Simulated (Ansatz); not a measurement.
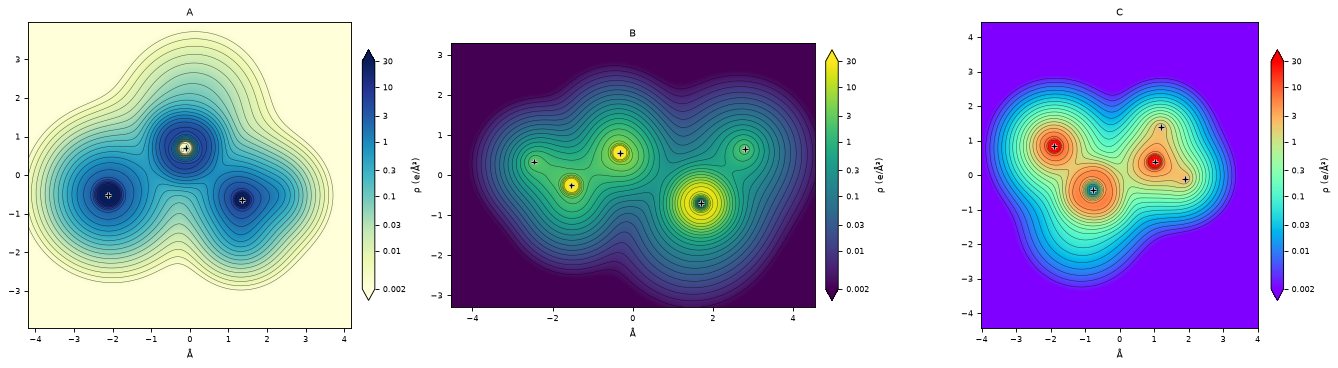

The electron density of 3 systems, each on a plane through atoms (crosses mark nuclei in the plane).

These are results of isolated molecule in a Gaussian basis; Kohn-Sham density functional theory, functional PBE0 (Ansatz 0.2.0), not measurements.

System 1: H$_{5}$N$_{2}$NbO$_{2}$, the plane of atoms N1, Nb3 and O4. Geometry: PBE0-D4/def2-SVP; core potentials replace the inner electrons of Nb.

```xyz
10

N    -1.6412    0.6822   -0.0738
N     1.2450   -0.0203    1.2924
Nb    0.0051   -0.4062   -0.1991
O    -0.4686   -2.0265   -0.0326
O     0.8840    0.0075   -1.8430
H    -2.5654    0.3169    0.1389
H    -1.6876    1.6945   -0.1592
H     1.4655   -0.6643    2.0471
H     1.7180    0.8655    1.4528
H     1.1284   -0.5006   -2.6207
```

System 2: Cl$_{3}$H$_{2}$HfN (SMILES [NH2][Hf]([Cl])([Cl])[Cl]), the plane of atoms Cl1, Hf4 and N5. Geometry: PBE0-D4/def2-SVP; core potentials replace the inner electrons of Hf.

```yaml
atoms:
  - { symbol: Cl, position_ang: [1.9154, -1.7174, 0.6522] }
  - { symbol: Cl, position_ang: [-1.3981, -1.6609, -1.5267] }
  - { symbol: Cl, position_ang: [1.3700, 0.9562, -2.0624] }
  - { symbol: Hf, position_ang: [0.3148, -0.4385, -0.4901] }
  - { symbol: N, position_ang: [-0.5645, 0.7137, 0.8780] }
  - { symbol: H, position_ang: [-1.5095, 1.0897, 0.8171] }
  - { symbol: H, position_ang: [-0.1280, 1.0573, 1.7320] }
```

System 3: CH$_{8}$InN (SMILES C[NH2+][InH3-]), the plane of atoms C1, N3 and In2. Geometry: PBE0-D4/def2-SVP; core potentials replace the inner electrons of In.

```xyz
11

C    -1.0080   -0.1537   -1.9272
In   -3.7793    1.5699   -1.8336
N    -1.5043    1.1331   -2.4083
H    -1.6305   -0.9596   -2.3403
H    -1.1026   -0.1924   -0.8329
H     0.0439   -0.3440   -2.1987
H    -0.9466    1.9019   -2.0366
H    -1.4325    1.1958   -3.4237
H    -3.8897    3.1351   -2.5959
H    -4.4477    0.1823   -2.6536
H    -3.5536    1.4865   -0.1054
```

Which map belongs to which system?

Panel A is system 2, Cl$_{3}$H$_{2}$HfN: the plane holds Cl, Hf and N. Hf–N (1.99 Å): the density is about 0.89 e/Å³ at the midpoint. Panel B is system 3, CH$_{8}$InN: the plane holds C, In, N and H. C–N (1.46 Å): ρ at the midpoint is about 1.9 e/Å³. Panel C is system 1, H$_{5}$N$_{2}$NbO$_{2}$: the plane holds N, Nb, O and H. Nb–O (1.70 Å): ρ is about 1.8 e/Å³ halfway.
